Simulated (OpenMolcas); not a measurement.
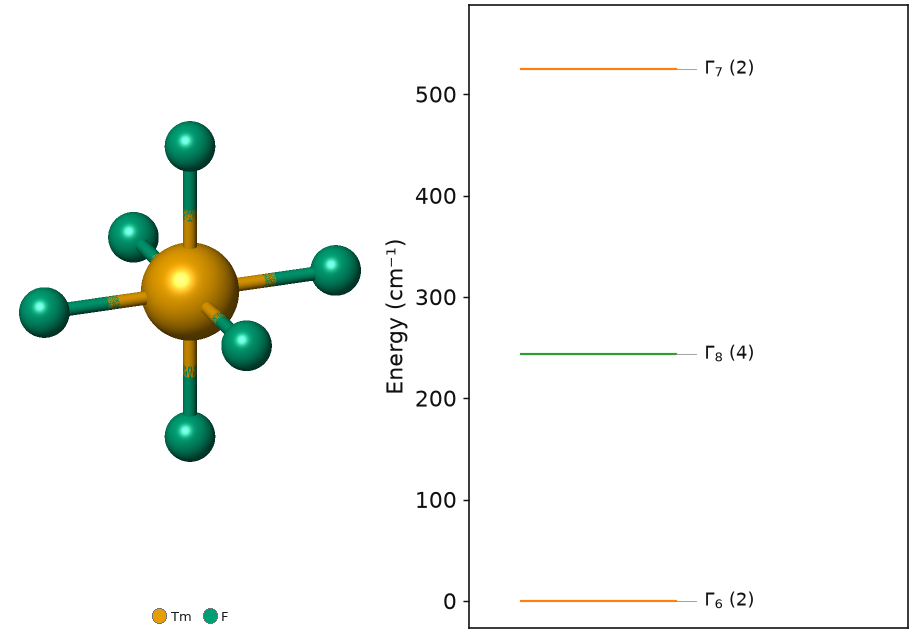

Tm²⁺ (4f¹³) as a dopant in KCdF₃, a cluster with its 6 nearest F⁻ at 2.274 Å (octahedron) embedded in model potentials and point charges; the geometry was set, not optimised, and its levels. Labels give the representation in O, Td, D4 or D3 as the site allows (double group for half-integer spin) where it could be assigned and, in brackets, the degeneracy; spin-free states, where drawn, share the zero of the spin-orbit levels. The calculation used state-averaged CASSCF, active space 13 electrons in the shell 4f, basis ANO-RCC-VDZP on all atoms, DKH2 scalar Hamiltonian, spin-orbit coupling by RASSI with atomic mean-field integrals (OpenMolcas).

### What does the figure show?

The ground level is Γ₆, a Kramers doublet, 100 % from states of spin multiplicity 2, effective J = 3.50, with |mJ| = 1/2 the largest share (58 %). Its principal g values are 2.66, 2.66 and 2.66, isotropic. The next level lies at 244 cm⁻¹ (Γ₈). The lowest J multiplet spreads over 525 cm⁻¹. The active orbitals hold 100 % metal character (Löwdin), and the Mulliken charge of the metal is +1.69.

Known limits: the geometry is set by hand, with no relaxation and no charge compensation.
